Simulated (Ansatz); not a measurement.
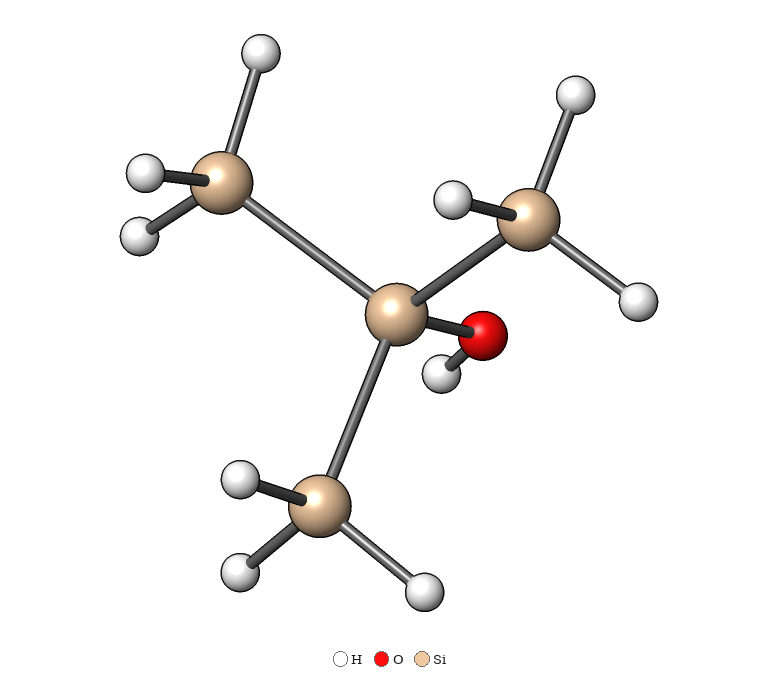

Sticks follow a distance rule. Harmonic vibrations computed with RKS PBE0-D4/def2-TZVP (Ansatz 0.2.0) at a stationary point of the same level.

### Is this a minimum or a saddle point?

A minimum: no imaginary frequency, and the lowest mode lies at 70 cm⁻¹.

### List the wavenumbers.

39 modes: 70, 79, 83, 95, 96, 107, 167, 171, 220, 335, 405, 412, 439, 508, 511, 541, 562, 563, 810, 852, 853, 885, 904, 926, 933, 933, 937, 937, 947, 2200, 2203, 2212, 2214, 2217, 2220, 2221, 2225, 2228, 3907 cm⁻¹.
